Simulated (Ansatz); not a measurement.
Tl (P6_3/mmc): Drude plasma energy along x against volume

The cell of Tl (P6_3/mmc) is scaled evenly and the response computed anew at each volume, on one mesh. x, y and z are the Cartesian axes of the input cell.

The structure is hexagonal, space group P6_3/mmc (No. 194). The conventional cell has a = 3.456 Å, b = 3.456 Å, c = 5.525 Å, α = 90.00°, β = 90.00°, γ = 120.00°. Tl on site c has 12 Tl at 3.41 to 3.46 Å as nearest neighbours.

Method: Ansatz 0.2.0, r2SCAN, independent particles, k-mesh 15×15×7 with interpolation inside its cells, Gaussian parameter 0.1 eV.

Launch of the response step: `ansatz run input.yaml --threads 4 --pin off --max-ram 8192MiB --backend cpu --events-out ev --progress --plain --runs-dir out`. The series took 7.3 min in all, on 4 threads of Intel(R) Xeon(R) Processor @ 2.70GHz (shared host).

| V/V₀ | V (Å³, primitive cell) | Drude plasma energy along x (eV) |
| --- | --- | --- |
| 0.94 | 53.72 | 7.977 |
| 0.96 | 54.86 | ? |
| 0.98 | 56.01 | 7.636 |
| 1.00 | 57.15 | 7.475 |
| 1.02 | 58.29 | 7.320 |
| 1.04 | 59.44 | 7.171 |
| 1.06 | 60.58 | 7.027 |

For small changes the quantity should be close to linear in ln V.

Working, on the rows shown:

| x = ln(V/V₀) | y = Drude plasma energy along x |
| --- | --- |
| -0.0618754 | 7.977 |
| -0.0202027 | 7.636 |
| 0 | 7.475 |
| 0.0198026 | 7.32 |
| 0.0392207 | 7.171 |
| 0.0582689 | 7.027 |

Means: x̄ = 0.005869, ȳ = 7.4343. Σ(x − x̄)(y − ȳ) = -0.07398, Σ(x − x̄)² = 0.009356. Slope = -0.07398 / 0.009356 = -7.907; intercept = ȳ − slope · x̄ = 7.4807. The line misses the rows shown by at most 0.007 eV.

**Question.** Predict the last column of the withheld row from the fit.

**Answer.** At x = -0.040822 the line gives y = 7.8035 eV. The run gave 7.804 eV, so the interpolation holds to the digits printed.

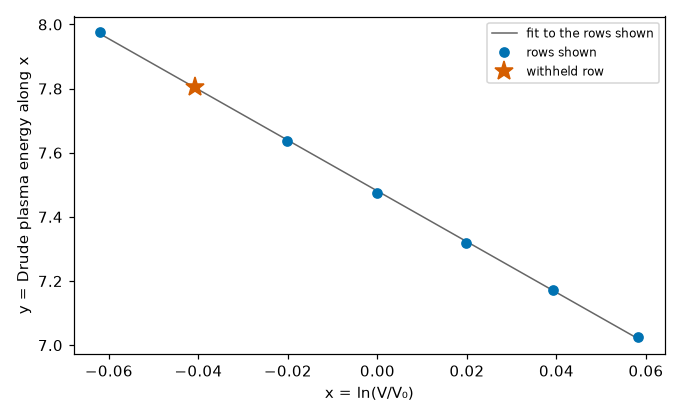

Between the rows on either side of x = 0 the slope is (7.32 − 7.636) / (0.019803 − (-0.020203)) = -7.899. So d ln ωp/d ln V = -1.06; free electrons would give −0.50. The values come from a sum over the points of one k-mesh and carry its error, which is largest for Fermi-surface quantities. Spin-orbit coupling is left out.
